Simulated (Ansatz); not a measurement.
# ScPt (Pm-3m): relaxing the cell for a phonon run

Aim: bring ScPt (Pm-3m) to small forces and stress, as phonons need.

Calculated with Ansatz 0.2.0; DFT PBEsol, scalar-relativistic, plane waves, PAW; PAW set soft_1.

## (1) The structure

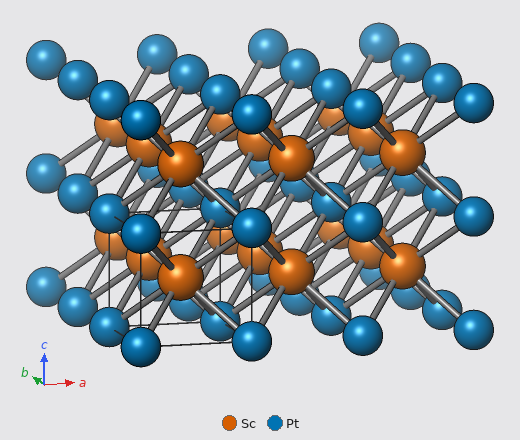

The cell as given, slightly off an axis (scandium orange, platinum blue). 3×3×2 cells are drawn. Some periodic images of atoms are drawn too.

## (2) A coarse first look

First a cheap look: the gap decides the mesh and the occupations, the pressure tells how far the cell has to move.

input.yaml

```yaml
crystal:
  lattice:
    - [3.27, 0.0, 0.0]
    - [0.0, 3.27, 0.0]
    - [0.0, 0.0, 3.27]
  atoms:
    - { symbol: Sc, position: [0.5, 0.5, 0.5] }
    - { symbol: Pt, position: [0.0, 0.0, 0.0] }
kpoints:
  mp_grid: { grid: [6, 6, 6] }
hamiltonian:
  xc: pbesol
  pseudopotentials: { kind: paw, azcp: { folder: soft_1 }, xc_functional: pbe }
scf:
  occupations: { method: gaussian, width: 0.1 }
output:
  forces: true
  stress: true
  eigenvalues: true
```

Started as:

```sh
$ ansatz run input.yaml --threads 4 --pin off --max-ram 10240MiB --backend cpu --events-out ev --progress --plain --runs-dir out
```

Numbers of over 12 decimals in the logs are rounded to 6 here.

Log:

```text
Engine: ansatz 0.2.0, aarch64-unknown-linux-gnu
Pseudopotentials: kind: paw
Pseudopotential: Sc, paw, valence charge 11, recommended cutoff 420 eV (normal), soft_1/Sc.paw.azcp
Pseudopotential: Pt, paw, valence charge 18, recommended cutoff 420 eV (normal), soft_1/Pt.paw.azcp
Functional definition: PBEsol
  exchange = pbesol_x
  correlation = pbesol_c
Crystal: 2 atoms, lattice volume = 34.966 Å³
[...]
--- Band table (eV; the first three rows and the last of 20) ---
  k-point 0: bands = [... 11 lower, 14.1021, 14.1021, 14.1021, 18.4076, 18.4076, 20.4270, 20.4270, 20.4270]
  k-point 1: bands = [... 11 lower, 13.9969, 13.9969, 14.1941, 18.0415, 18.4451, 19.5844, 19.5844, 20.2439]
  k-point 2: bands = [... 11 lower, 13.7992, 13.7992, 14.3934, 17.2626, 17.5172, 18.5388, 18.5388, 19.8669]
  k-point 19: bands = [... 11 lower, 15.4008, 15.4008, 15.5393, 15.5393, 15.5393, 19.9821, 20.6578, 20.6578]
[key lines of the parts left out:]
SCF converged after 9 iterations
Free energy (F): -14499.270436 eV
Fermi energy:    17.153498 eV
P = ⅓ Tr σ = -2.1493 GPa (-21.493 kbar)
```

Elapsed: 0.53 s, on 4 threads of Arm Neoverse V1, shared host; peak memory 0.3 GiB; 1.4 s of CPU time.

Numbers from this step:

* pressure: -2.149 GPa
* volume per atom: 17.48 Å³
* gap on the k-mesh: 0 eV

The coarse mesh shows no gap and a pressure of -2.1 GPa.

## (3) Bringing the structure to rest

The cell and atoms are relaxed, since residual forces and stress would shift the frequencies.

input.yaml: that of step 2 with these lines changed.

```diff
@@ -9,3 +9,3 @@
 kpoints:
-  mp_grid: { grid: [6, 6, 6] }
+  mp_grid: { grid: [14, 14, 14] }
 hamiltonian:
@@ -19 +19,6 @@
   eigenvalues: true
+relax:
+  adjacent_minimum: "off"
+  f_tol: 0.005
+  max_steps: 80
+  cell: { stress_tol: 0.05 }
```

Log:

```text
[...]
Crystal: 2 atoms, lattice volume = 34.966 Å³
Basis set: ecut = 420 eV, 691 PW (Γ), exchange–correlation on 48×48×48 points (8 copies of the dense FFT grid, shifted against one another)
Bands: 19, of which v1, the nominal top of the filled ones, is band 15 counted from 1 (14 counted from 0)
Symmetry: 48 space group operations
[...]
k-points: 120 of 2744
[...]
SCF iter   1: F=—  HF=-14504.354343 eV  |F-HF|=—  |Δ(HF+E_count)|=         —  Δρ=2.98e-1  dr2=5.67e1  ethr=3.10e-3  ⟨swp⟩=4.1  Hψ=8662  notcnv=0
[...]
SCF iter   9: F=-14499.178063 eV  HF=-14499.178063 eV  |F-HF|=1.91e-9  |Δ(HF+E_count)|=   7.60e-7  Δρ=1.91e-6  dr2=2.30e-9  ethr=3.45e-10  ⟨swp⟩=4.6  Hψ=9404  notcnv=0
SCF 1 converged in 9 iterations: F = -14499.178063 eV  dr2 = 2.30e-9
[...]
relax step   1: F+E_penalty+E_count = -14499.17806348 eV  Δ(F+E_penalty+E_count) = +0.000e0 eV  max|allowed force component| = 1.028e-28 eV/Å  Δτ_max = 0.0000 Å  P = -1.390 GPa  Ω = 34.966 Å³  (9 SCF iters, dr2 threshold 1.00e-7 eV, accepted)
Crystal: 2 atoms, lattice volume = 34.049 Å³
[...]
iter 1 solved again at ethr=9.40e-5 eV; its pass at ethr=3.10e-3 eV (dr2=2.73e-2 eV) is discarded
[...]
SCF iter   6: F=-14499.174688 eV  HF=-14499.174688 eV  |F-HF|=6.18e-11  |Δ(HF+E_count)|=   4.01e-9  Δρ=9.03e-7  dr2=1.36e-10  ethr=6.57e-11  ⟨swp⟩=1.7  Hψ=6800  notcnv=0
SCF 2 converged in 6 iterations: F = -14499.174688 eV  dr2 = 1.36e-10
relax step   2: F+E_penalty+E_count = -14499.17468801 eV  Δ(F+E_penalty+E_count) = +3.375e-3 eV  max|allowed force component| = 4.273e-30 eV/Å  Δτ_max = 0.0000 Å  P = +2.722 GPa  Ω = 34.049 Å³  energy of the carried Pulay correction = +1.622e-4 eV  (6 SCF iters, dr2 threshold 2.00e-7 eV, rejected (line search))
Crystal: 2 atoms, lattice volume = 34.650 Å³
[...]
SCF iter   7: F=-14499.179538 eV  HF=-14499.179538 eV  |F-HF|=7.28e-12  |Δ(HF+E_count)|=  1.82e-11  Δρ=9.80e-8  dr2=3.87e-12  ethr=1.00e-12  ⟨swp⟩=5.0  Hψ=8810  notcnv=0
SCF 3 converged in 7 iterations: F = -14499.179538 eV  dr2 = 3.87e-12
relax step   3: F+E_penalty+E_count = -14499.17953772 eV  Δ(F+E_penalty+E_count) = -1.474e-3 eV  max|allowed force component| = 2.695e-30 eV/Å  Δτ_max = 0.0000 Å  P = -0.040 GPa  Ω = 34.650 Å³  energy of the carried Pulay correction = +5.530e-5 eV  (7 SCF iters, accepted)
[...]
SCF iter   8: F=-14499.179479 eV  HF=-14499.179479 eV  |F-HF|=0.00e0  |Δ(HF+E_count)|=    0.00e0  Δρ=1.12e-10  dr2=4.91e-18  ethr=1.00e-12  ⟨swp⟩=1.0  Hψ=5040  notcnv=0
SCF 4 converged in 8 iterations: F = -14499.179479 eV  dr2 = 4.91e-18
relax step   4: F+E_penalty+E_count = -14499.17947895 eV  Δ(F+E_penalty+E_count) = +5.877e-5 eV  max|allowed force component| = 2.827e-30 eV/Å  Δτ_max = 0.0000 Å  P = -0.039 GPa  Ω = 34.650 Å³  stress off target by 3.87e-2 GPa  SCF on the basis re-selected at this cell (its energy is not comparable with the rows above)  (8 SCF iters)
basis re-selected at this cell: Δ(F+E_penalty+E_count) = +5.877e-5 eV, ΔP = +0.002 GPa vs the last step (what re-selecting the basis moved, of the pressure what is left beyond the Pulay correction that the steps carried, after the strain that the cell walked since its last selection, with what the two solves' SCF thresholds leave and, on support functions, any second-order correction that the steps lacked; it is no m [...]
SCF converged after 8 iterations
Free energy (F): -14499.179479 eV
[...]
Internal energy: -14499.174247 eV  (E = F + TS)
E sigma→0 (E₀):  -14499.176863 eV
Entropy (-TS):   -0.005232 eV (-2.616 meV/atom)
Fermi energy:    17.117820 eV
[...]
--- Stress (GPa, compression-positive) ---
       -0.038692      -0.000000       0.000000
       -0.000000      -0.038692      -0.000000
        0.000000      -0.000000      -0.038692
  P = ⅓ Tr σ = -0.0387 GPa (-0.387 kbar)
--- Band table (eV; the first three rows and the last of 120) ---
  k-point 0: bands = [... 11 lower, 14.2877, 14.2877, 14.2877, 18.6288, 18.6288, 20.6761, 20.6761, 20.6761]
  k-point 1: bands = [... 11 lower, 14.2663, 14.2663, 14.3059, 18.5553, 18.6472, 20.4660, 20.4660, 20.6392]
  k-point 2: bands = [... 11 lower, 14.2073, 14.2073, 14.3579, 18.3474, 18.6737, 19.9920, 19.9920, 20.5353]
  k-point 119: bands = [... 11 lower, 15.6102, 15.6102, 15.7125, 15.7125, 15.7125, 20.2274, 20.9075, 20.9075]
--- Relaxed structure (3 steps of the walk, 2 accepted, 1 SCFs on fresh bases) ---
  F+E_penalty+E_count = -14499.17947895 eV   max|allowed force component| = 2.827e-30 eV/Å   (the final SCF, on the basis selected at the relaxed cell)
  cell:  # Å, volume = 34.6503 Å³
    - [3.260136, 0, 0]
    - [0, 3.260136, 0.0]
    - [0, 0.0, 3.260136]
  atoms:
    - { symbol: Sc, position: [0.5, 0.5, 0.5] }
    - { symbol: Pt, position: [0, 0, 0] }
```

The job ended after 5.5 s (4 threads; peak memory 0.4 GiB; 20 s of CPU time).

The steps of the relaxation:

| step | energy less that of the first step (eV) | largest force component (eV/Å) | pressure (GPa) | volume (Å³) |
| --- | --- | --- | --- | --- |
| 1 | 0.0000 | 0.0000 | -1.39 | 34.97 |
| 2 | 0.0034 | 0.0000 | 2.72 | 34.05 |
| 3 | -0.0015 | 0.0000 | -0.04 | 34.65 |
| 4* | -0.0014 | 0.0000 | -0.04 | 34.65 |

Relaxation steps marked * repeat the geometry before them on a plane-wave basis chosen anew for their cell, so energy and pressure can jump there. Relaxation step 2 was tried and not accepted.

The run keeps the 48 symmetry operations that it works with, so distortions that break them were not tested.

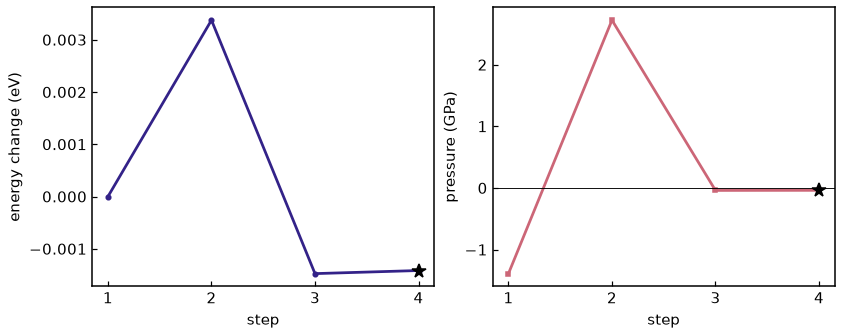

Energy and pressure along the relaxation. Stars mark steps on a basis chosen anew.

```
conventional cell, symmetrised  before  after  change
                         a (Å)   3.270  3.260  -0.3 %
                         b (Å)   3.270  3.260  -0.3 %
                         c (Å)   3.270  3.260  -0.3 %
              volume (Å³/atom)   17.48  17.33  -0.9 %
```

The relaxed structure:

```xyz
2
Lattice="3.2601 0.0000 0.0000 0.0000 3.2601 0.0000 0.0000 0.0000 3.2601" Properties=species:S:1:pos:R:3 pbc="T T T"
Sc    1.6301    1.6301    1.6301
Pt    0.0000    0.0000    0.0000
```

This step gave:

| Property | Result |
| --- | --- |
| pressure | -0.03869 GPa |
| volume per atom | 17.33 Å³ |

In this step the volume went from 17.48 to 17.33 Å³/atom.

## (4) Tight relaxation

Phonons need a cell at rest on their own settings, so the relaxation is repeated with tight tolerances on forces and stress, using the mesh and the filling of the phonon run that follows.

input.yaml, the sections that differ from step 3:

```yaml
crystal:
  lattice:
    - [3.2601361679, 0.0, 0.0]
    - [0.0, 3.2601361679, 0.0]
    - [0.0, 0.0, 3.2601361679]
  atoms:
    - { symbol: Sc, position: [0.5, 0.5, 0.5] }
    - { symbol: Pt, position: [0.0, 0.0, 0.0] }
kpoints:
  mp_grid: { grid: [16, 16, 16] }
scf:
  occupations: { method: methfessel_paxton, width: 0.2 }
relax:
  adjacent_minimum: "off"
  f_tol: 0.001
  max_steps: 60
  cell: { stress_tol: 0.01 }
# hamiltonian, output: as in step 3
```

Log:

```text
[...]
Crystal: 2 atoms, lattice volume = 34.650 Å³
Basis set: ecut = 420 eV, 691 PW (Γ), exchange–correlation on 48×48×48 points (8 copies of the dense FFT grid, shifted against one another)
Bands: 19, of which v1, the nominal top of the filled ones, is band 15 counted from 1 (14 counted from 0)
Symmetry: 48 space group operations
[...]
k-points: 165 of 4096
[...]
k-point 164: bands = [... 11 lower, 15.6231, 15.6231, 15.7338, 15.7338, 15.7338, 20.2526, 20.9394, 20.9394]
--- Relaxed structure (3 steps of the walk, 2 accepted, 1 SCFs on fresh bases) ---
[...]
cell:  # Å, volume = 34.6123 Å³
    - [3.258943, 0, 0]
    - [0, 3.258943, 0.0]
    - [0, 0.0, 3.258943]
  atoms:
    - { symbol: Sc, position: [0.5, 0.5, 0.5] }
    - { symbol: Pt, position: [0, 0, 0.0] }
[key lines of the parts left out:]
SCF converged after 4 iterations
Free energy (F): -14499.176354 eV
Fermi energy:    17.178444 eV
P = ⅓ Tr σ = -0.0005 GPa (-0.005 kbar)
```

Wall time 6.7 s (4 threads); peak memory 0.42 GiB.

Little changed from the start: no atom moved by 0.005 Å and no cell edge by 0.1 %.

This step gave:

| Item | Value |
| --- | --- |
| pressure | -4.87e-4 GPa |
| volume per atom | 17.31 Å³ |

The forces vanish by symmetry and the pressure is 0.000 GPa, within the tolerances set. The cell now holds 17.31 Å³/atom.

## (5) Results

| Quantity | Value |
| --- | --- |
| space group after relaxation (within 0.01 Å) | Pm-3m |
| lattice constant a | 3.259 Å |
| lattice constant b | 3.259 Å |
| lattice constant c | 3.259 Å |
| volume per atom | 17.3 Å³ |

In words: The forces vanish by symmetry and the pressure is 0.000 GPa, within the tolerances set. The cell now holds 17.31 Å³/atom. The relaxation keeps the symmetry of its start, so it says nothing on stability against lower symmetry. The runs are without spin polarisation, although the cell has an odd electron count. Spin-orbit coupling is left out, which can matter for the heavy elements here. The PAW files were made for PBE and serve the other functionals too.

[Logs are printed without paths, hosts, clocks, repeated set-up lines and the standing remarks that a program may print on its own settings, such as how far it seeks lower states.]

[Hosts, paths, dates, database ids (printed as entryN), source tags and the programs' standing remarks are cut or masked in the printed files.]
